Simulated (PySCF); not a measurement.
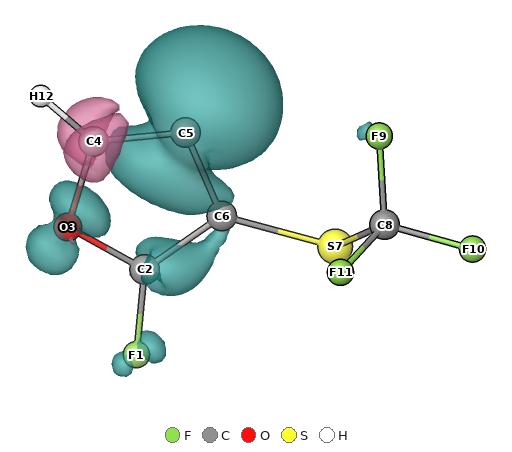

Figure. C₅HF₄OS (SMILES Fc1oc[c]c1SC(F)(F)F) (doublet). Isosurfaces of the spin density at +0.02 (teal) and −0.02 e/Å³ (pink), seen at a tilt.

Geometry: GFN2-xTB.

These are results of UKS B3LYP, pcH-1 on C F H O S, non-relativistic, mean-field spin-orbit, GIAO in PySCF, not measurements.

```yaml
atoms:
  - { symbol: F, position_ang: [-1.5637, -2.0370, 1.0350] }
  - { symbol: C, position_ang: [-1.4017, -0.9094, 0.3716] }
  - { symbol: O, position_ang: [-2.4141, -0.0479, 0.3858] }
  - { symbol: C, position_ang: [-2.0103, 1.0299, -0.3471] }
  - { symbol: C, position_ang: [-0.7637, 0.8129, -0.8037] }
  - { symbol: C, position_ang: [-0.3235, -0.4525, -0.3410] }
  - { symbol: S, position_ang: [1.1835, -1.3044, -0.6153] }
  - { symbol: C, position_ang: [2.2827, 0.0116, 0.0532] }
  - { symbol: F, position_ang: [2.2256, 1.1238, -0.6743] }
  - { symbol: F, position_ang: [3.5391, -0.4092, 0.0641] }
  - { symbol: F, position_ang: [1.9435, 0.3383, 1.2998] }
  - { symbol: H, position_ang: [-2.6961, 1.8431, -0.4541] }
```

### Which atoms carry the spin?

The unpaired spin (1 electron) lies mostly on C5 (about 0.8), in electrons by Hirshfeld's partition.
